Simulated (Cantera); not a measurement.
Charge: 1 mol TiO2, 1.5 mol CH4, 16 mol H2, at 3.10 mbar.

Equilibrium computed with Cantera from the NASA thermochemical tables; the gas is ideal and each condensed phase is pure. Candidate condensed phases: C, C6H6, C7H8, C8H18, H2O, Ti, TiC, TiO, TiO2, Ti2O3, Ti3O5, Ti4O7; 113 gas species. Mutual solubility and eutectic melting of coexisting phases are not modelled. TiC, TiO: taken at fixed stoichiometry. Condensed phases not in the tables: solid solutions among these carbides, nitrides and lower oxides. The numbers say what is thermodynamically allowed, not how fast it happens.

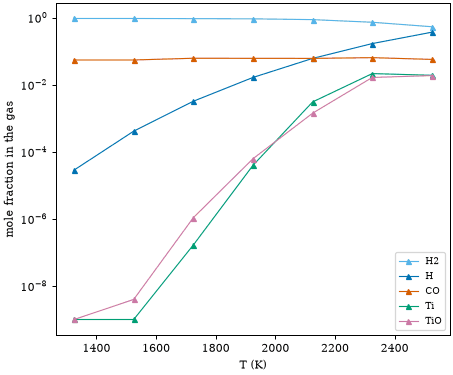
Fig. 1. Equilibrium gas composition (values under 1e-9 drawn at 1e-9)

Task: Read off the mole fractions at 1725 K.

Result: H2 about 0.94, CO about 0.062, H about 0.0032, TiO about 1.1e-6, Ti about 1.7e-7.
